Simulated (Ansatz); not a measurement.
# SiH2 (SMILES [SiH2]): B3LYP/6-31G(d) (spherical functions)

What is the electronic atomisation energy of SiH2 at B3LYP/6-31G* (spherical functions)? 

Program for the calculation: Ansatz 0.2.0.

32 further runs of the same task are left out: 32 set aside as unsound or not needed.

## 1. The system as given

SiH2: 3 atoms, total charge 0, spin state singlet. SMILES: `[SiH2]`. Geometry: relaxed at PBE0-D4/def2-TZVP.

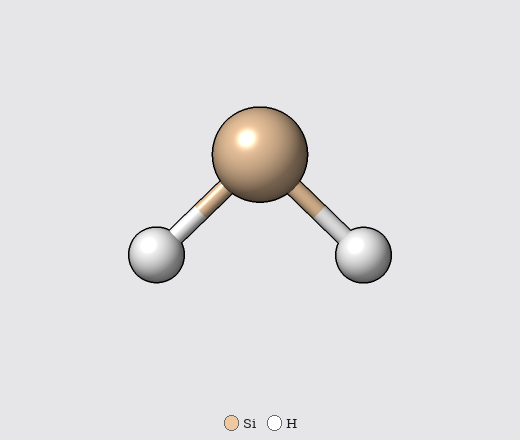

Viewed from a chosen angle; silicon light orange, hydrogen white.

## 2. A single-point energy at B3LYP/6-31G(d) (spherical functions)

run.yaml

```yaml
crystal:
  periodic: [false, false, false]
  atoms:
    - {symbol: Si, position_ang: [-0.491200, 0.468600, -0.213600]}
    - {symbol: H, position_ang: [0.840300, 0.578600, 0.522500]}
    - {symbol: H, position_ang: [-0.349100, -1.047200, -0.308900]}
basis:
  gaussian:
    orbitals: 6-31G_st_-spherical.json
output: {orbitals: {seedname: orbitals}}
accuracy: high
hamiltonian:
  xc: {name: B3LYP}
```

The basis set 6-31G* is read from a file made from the Basis Set Exchange's data (not shown).

Run with:

```console
$ ansatz run run.yaml --threads 1 --pin off --max-ram 3480MiB --events-out events.jsonl --progress --plain --runs-dir runs
```

Log:

```text
Warning: RAYON_NUM_THREADS=1 ignored (pool sized by the plan → 1); use --threads N
Functional definition: B3LYP
  name "B3LYP"
  parameter a0 = 0.2
  parameter ax = 0.72
  parameter ac = 0.81
  exchange = (1 - a0 - ax)*slater_x + ax*b88_x + a0*exact_x
  correlation = (1 - ac)*vwn_rpa_c + ac*lyp_c
381 factors; integrals over basis functions are off by at most 3.9e-9 eV
mean field evaluation 1: about -7907.6874 eV, gradient 7.6e0 eV
mean field evaluation 2: about -7907.9043 eV, gradient 2.8e0 eV
mean field evaluation 4: about -7907.9423 eV, gradient 7.8e-2 eV
mean field evaluation 8: about -7907.9376 eV, gradient 1.0e-3 eV
mean field -7907.93758606 eV, -290.6113460952 hartree, gradient 4.7e-8 eV, S^2 0.000000; 0 other end points of the search recorded, 0 dependent functions left out
reference -7907.93761440 eV, -290.6113471365 hartree; 8, 8 occupied and 14, 14 virtual orbitals, 381 factors
Total energy: -7907.93761440 eV, -290.6113471365 hartree
```

Run time: 0.71 s. Hardware: 1 thread of Arm Neoverse V1, shared host.

## 3. The H atom at the same level

run.yaml

```yaml
crystal:
  periodic: [false, false, false]
  atoms:
    - {symbol: H, position_ang: [0.000000, 0.000000, 0.000000]}
basis:
  gaussian:
    orbitals: "6-31G*"
magnetization:
  spin_polarized: true
  initial_magnetization: 1
hamiltonian:
  xc: {name: B3LYP}
accuracy: high
```

Run the same way, it converges to -0.50027 Eh (log not shown).

## 4. The Si atom, same level

input.yaml

```yaml
crystal:
  periodic: [false, false, false]
  atoms:
    - {symbol: Si, position_ang: [0.000000, 0.000000, 0.000000]}
basis:
  gaussian:
    orbitals: 6-31G_st_-spherical.json
magnetization:
  spin_polarized: true
  initial_magnetization: 2
hamiltonian:
  xc: {name: B3LYP}
accuracy: high
```

The basis set 6-31G* is read from a file made from the Basis Set Exchange's data (not shown).

Run with:

```console
$ ansatz run input.yaml --threads 1 --pin off --max-ram 3480MiB --events-out events.jsonl --progress --plain --runs-dir runs
```

Log (excerpt; [...] marks lines left out):

```text
Warning: RAYON_NUM_THREADS=1 ignored (pool sized by the plan → 1); use --threads N
[... 7 set-up lines as earlier in the session ...]
141 factors; integrals over basis functions are off by at most 2.6e-9 eV
mean field evaluation 1: about -7874.0967 eV, gradient 2.2e0 eV
mean field evaluation 2: about -7874.1484 eV, gradient 6.3e-1 eV
mean field evaluation 4: about -7874.1531 eV, gradient 1.2e-1 eV
mean field evaluation 8: about -7874.1532 eV, gradient 7.3e-5 eV
mean field evaluation 16: about -7874.1532 eV, gradient 4.4e-2 eV
mean field -7874.15323606 eV, -289.3697941324 hartree, gradient 3.7e-8 eV, S^2 2.001919; 1 other end points of the search recorded, 0 dependent functions left out
reference -7874.15325710 eV, -289.3697949057 hartree; 8, 6 occupied and 10, 12 virtual orbitals, 141 factors
Total energy: -7874.15325710 eV, -289.3697949057 hartree
```

Run time: 1 s. Hardware: 1 thread of Arm Neoverse V1, shared host.

## 5. What came out

Level: B3LYP/6-31G* (spherical functions).

| quantity | value |
| --- | --- |
| molecule: total energy | -290.61135 Eh |
| molecule: HOMO energy | -6.59 eV |
| molecule: LUMO energy | -3.24 eV |
| molecule: HOMO–LUMO gap | 3.35 eV |
| H atom: total energy | -0.50027 Eh |
| H atom: ⟨S²⟩ | 0.750 |
| Si atom: total energy | -289.36979 Eh |
| Si atom: ⟨S²⟩ | 2.002 |
| electronic atomisation energy | 6.558 eV |

Taking the molecule apart into free atoms costs 6.56 eV (151 kcal/mol), before zero-point energy and without spin-orbit coupling.
